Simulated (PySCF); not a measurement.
C₈H₁₈N₂Si (SMILES C=C[Si](C=C)(N(C)C)N(C)C)

```xyz
29

Si    0.4668    0.0046    0.1753
C     1.0465   -0.1954    1.9477
C     0.8472    0.7584    2.8655
H     1.6264   -1.0780    2.2507
H     0.2950    1.6732    2.6203
H     1.2241    0.6774    3.8916
C     1.9762    0.2362   -0.9116
C     2.3378   -0.6756   -1.8226
H     2.6357    1.1028   -0.7658
H     1.7297   -1.5709   -1.9978
H     3.2465   -0.5789   -2.4285
N    -0.5508    1.4013   -0.0026
C    -1.8638    1.4118    0.5894
C    -0.2371    2.5807   -0.7611
H    -1.9960    2.2534    1.2981
H    -2.0442    0.4773    1.1418
H    -2.6599    1.5026   -0.1769
H     0.7509    2.4923   -1.2339
H    -0.9739    2.7555   -1.5711
H    -0.2283    3.4927   -0.1313
N    -0.4495   -1.4055   -0.2684
C    -1.2073   -1.4131   -1.4929
C    -0.4491   -2.6621    0.4291
H    -0.7970   -2.1154   -2.2468
H    -1.2176   -0.4081   -1.9419
H    -2.2600   -1.7077   -1.3134
H     0.0769   -2.5801    1.3898
H    -1.4812   -2.9993    0.6500
H     0.0368   -3.4721   -0.1523
```

Geometry: PBE0-D3(BJ)/def2-SVP.

Theory: PySCF, PBE0/pcSseg-1, SCF density, gas phase, non-relativistic.

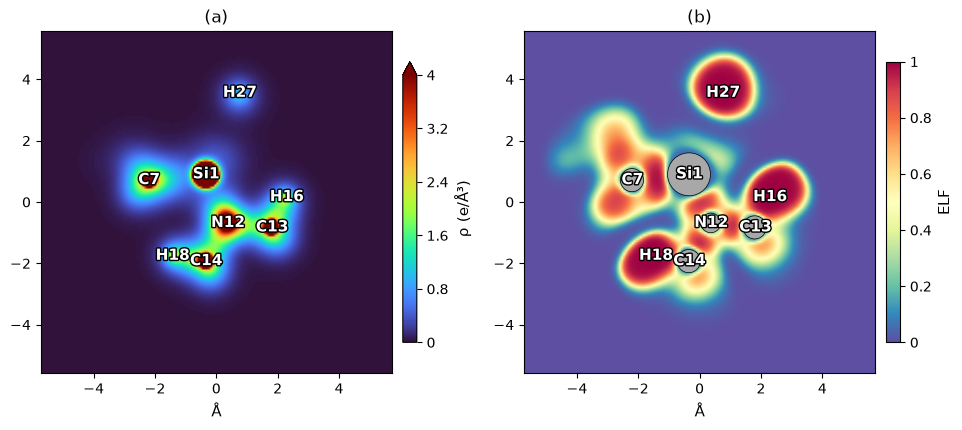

Figure 1. (a) total electron density; (b) ELF on the plane of atoms N12, C14 and H18. Grey discs cover the atomic cores in the ELF map.

> What do the fields say about this system?

The section cuts through Si, C, N and H sites.
C–N (1.44 Å): the density is about 1.9 e/Å³ at the midpoint; the ELF peaks at about 0.90 between the atoms; localised, covalent bonding.
Si–N (1.74 Å): ρ at the midpoint is about 1.1 e/Å³; the ELF peaks at about 0.90 between the atoms (a polar covalent bond).
C–Si (1.87 Å): ρ is about 0.96 e/Å³ halfway; the ELF peaks at about 0.95 between the atoms (localised, covalent bonding).
C–H (1.10 Å): ρ at the midpoint is about 2 e/Å³; the ELF climbs to about 1 towards the hydrogen, as it does in any bond to H; a covalent bond by its length.

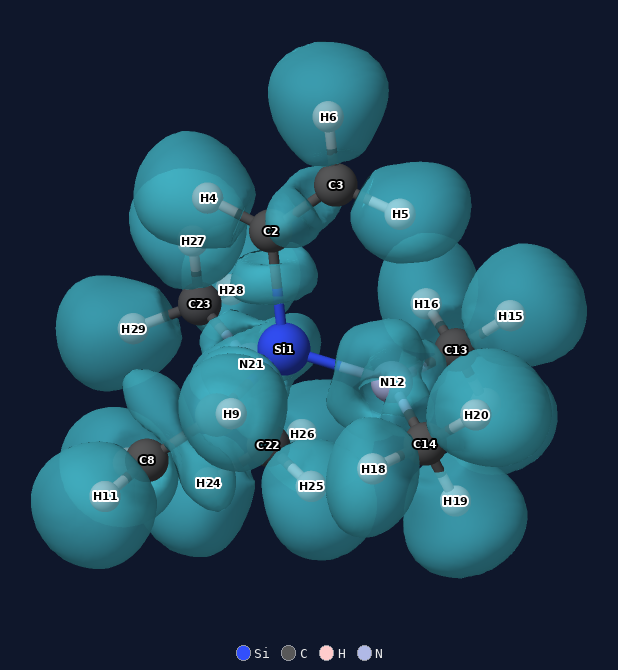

Figure 2. Isosurface of the electron localisation function at 0.75 (cyan), seen at a tilt. Core shells and regions of very low density are left out.

> Describe the localisation domains.

The surface consists of two regions between bonded C–C atoms (shared pairs), two regions between bonded C–Si atoms (shared pairs), 18 regions around hydrogen nuclei and two regions on N in which the atom's valence shell and bonds are merged. Along the contacts the grid gives the following. C–C (1.34 Å): the ELF peaks at about 0.90 between the atoms: a short, multiple covalent bond.

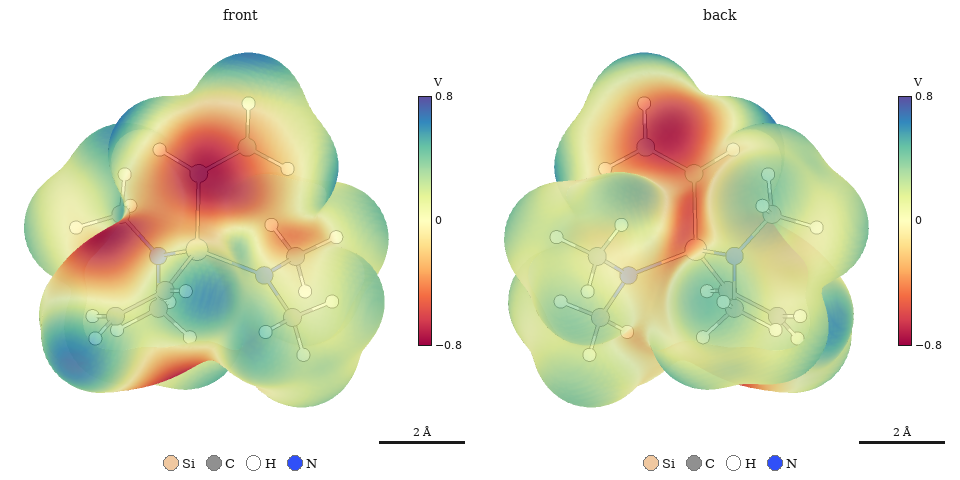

Figure 3. The electrostatic potential painted on the density surface at 0.002 e/bohr³, seen from the front and from behind; red is negative and blue positive.

> Where is the surface potential most negative and most positive?

The most negative region (about −0.8 V) lies over the π face of C2, C3, C7 and C8, the most positive (about +0.7 V) over the H atoms.

> How polar is the molecule by this calculation?

Its dipole moment is 0.34 D.
